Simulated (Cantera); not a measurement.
Charge: 1 mol Si₃N₄, 14 mol F₂, a varied amount of H₂, held at 777 °C and 46.0 Pa.

These are equilibrium values from Cantera (NASA tables, ideal gas, pure condensed phases), not measurements of a reactor. Candidate condensed phases: Si, Si₃N₄; 37 gas species. Rates play no part.

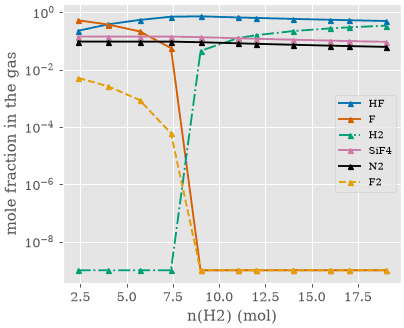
Equilibrium gas composition (values under 1e-9 drawn at 1e-9)

Task: Read off the mole fractions at 11 mol H₂.

Result: HF about 0.67, H₂ about 0.12, SiF₄ about 0.12, N₂ about 0.083.
